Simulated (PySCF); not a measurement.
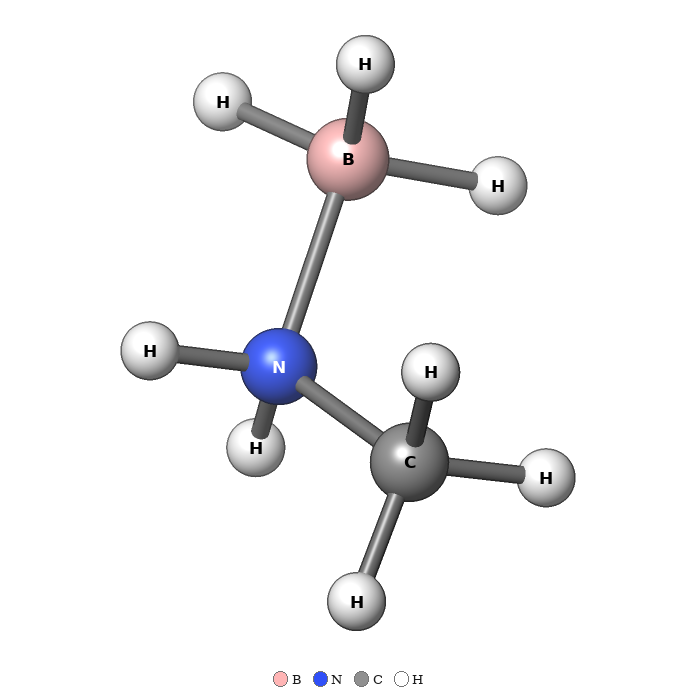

Rendered structure (ball-and-stick style).

Question: Give the formula.

Answer: CH8BN, 11 atoms: 1 carbon, 8 hydrogen, 1 boron and 1 nitrogen.

Question: Count the bonded pairs by element.

Answer: 3 B–H, 3 C–H, 2 N–H, 1 B–N, 1 C–N.

Question: How many sets of symmetry-equivalent atoms are there?

Answer: 8: 1 B, 1 N, 1 C, 1 H, 2 H, 2 H, 1 H, 2 H.

Question: Does it have rings?

Answer: It has no ring.

Question: What is the point group of this geometry?

Answer: Cs.

More results for the same structure follow; atom numbers are the same in all pictures, views and colours differ. The geometry was computed by an optimisation with PBE0-D3(BJ)/def2-SVP. No frequency run is at hand to confirm it as a minimum.

**Shape**

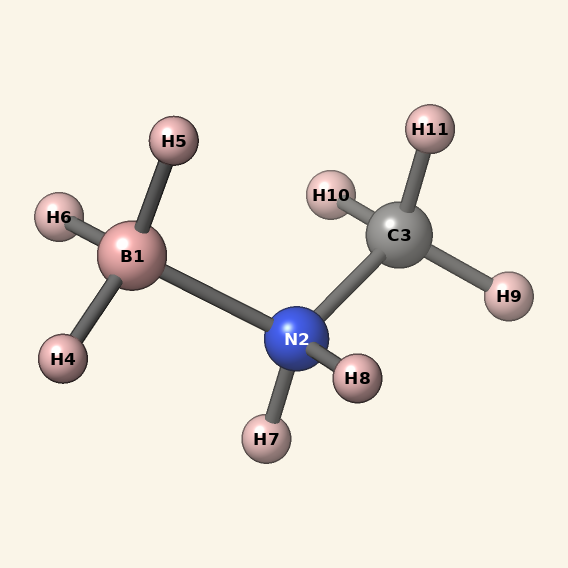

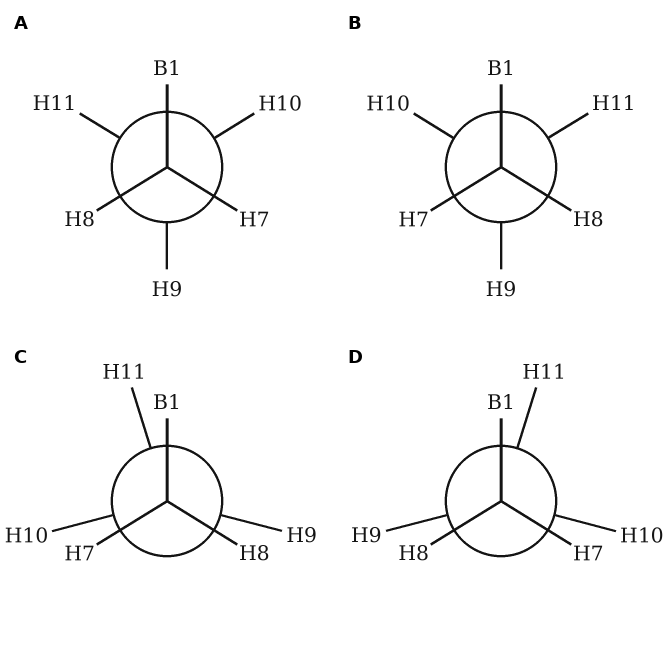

Atoms fade into the background with distance from the viewer. Bonds that would overlap in a projection are set slightly apart. No frequency run is at hand to confirm it as a minimum.

Question: Which Newman projection shows the view along N2–C3, with N2 in front?

Answer: B. The torsion angle B1–N2–C3–H9 is 180°, antiperiplanar (anti).

**Levels of theory compared**

No frequency run is at hand to confirm it as a minimum. Program: PySCF 2.14.0.

Tabulate HOMO–LUMO gap (eV), HOMO energy (eV) at these levels: BHandHLYP/aug-pcX-1 (pcseg-1 on H); CAM-B3LYP/def2-SVPD; CAM-B3LYP/def2-SVPD in chloroform (IEF-PCM); CAM-B3LYP/def2-SVPD in tetrahydrofuran (IEF-PCM); PBE0/pcSseg-1 in chloroform (IEF-PCM); PBE0/pcSseg-1 in tetrahydrofuran (IEF-PCM).

```csv
level,HOMO–LUMO gap (eV),HOMO energy (eV)
BHandHLYP/aug-pcX-1 (pcseg-1 on H),9.04,−9.05
CAM-B3LYP/def2-SVPD,9.79,−9.18
CAM-B3LYP/def2-SVPD in chloroform (IEF-PCM),10.60,−9.51
CAM-B3LYP/def2-SVPD in tetrahydrofuran (IEF-PCM),10.70,−9.56
PBE0/pcSseg-1 in chloroform (IEF-PCM),9.12,−8.06
PBE0/pcSseg-1 in tetrahydrofuran (IEF-PCM),9.26,−8.11
```

**Bond orders**

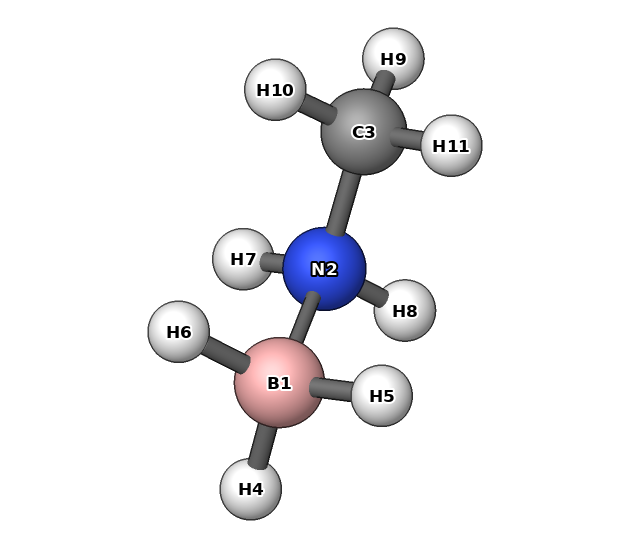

The thickness of each stick grows with its Mayer bond order. No frequency run is at hand to confirm it as a minimum. Level of theory: PBE0/pcSseg-1 in chloroform (IEF-PCM) (PySCF 2.14.0).

Question: Which bond has the lowest Mayer bond order?

Answer: B1–N2, 0.66, at 1.627 Å.

List the Mayer bond orders of B1–N2, B1–H4, B1–H5, N2–C3, N2–H7, C3–H9, C3–H10 (one bond of each equivalent set).

| bond | Mayer order | length (Å) |
| --- | --- | --- |
| B1–N2 | 0.66 | 1.627 |
| B1–H4 | 0.98 | 1.226 |
| B1–H5 | 0.98 | 1.226 |
| N2–C3 | 0.94 | 1.466 |
| N2–H7 | 0.92 | 1.021 |
| C3–H9 | 0.96 | 1.100 |
| C3–H10 | 0.96 | 1.097 |

**Excitation**

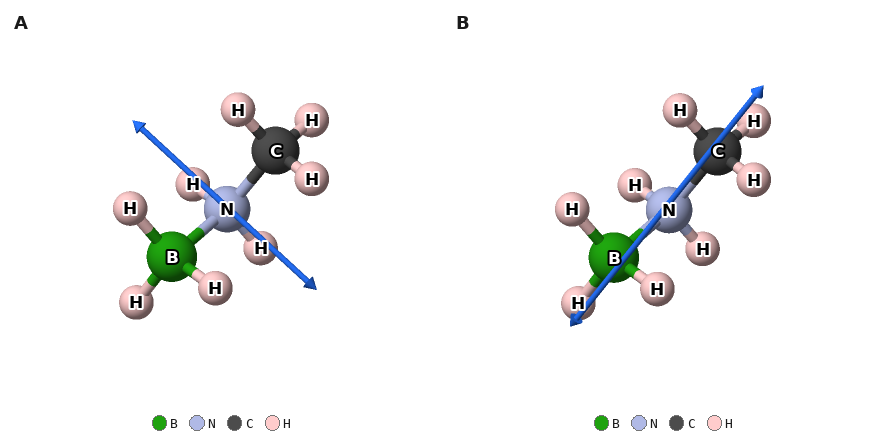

The double arrows show the directions of two transition dipoles from the ground state (lengths mean nothing). No frequency run is at hand to confirm it as a minimum. Method: TDDFT CAM-B3LYP/def2-SVPD, vertical, gas phase, core orbitals frozen in the response (PySCF 2.14.0).

Question: One belongs to singlet state 1 and one to singlet state 2. Which is which?

Answer: A: state 2, 6.91 eV (180 nm), oscillator strength 0.016, mainly HOMO → LUMO (weight 0.93).
B: state 1, 6.86 eV (181 nm), oscillator strength 0.022, mainly HOMO−1 → LUMO (weight 0.91).
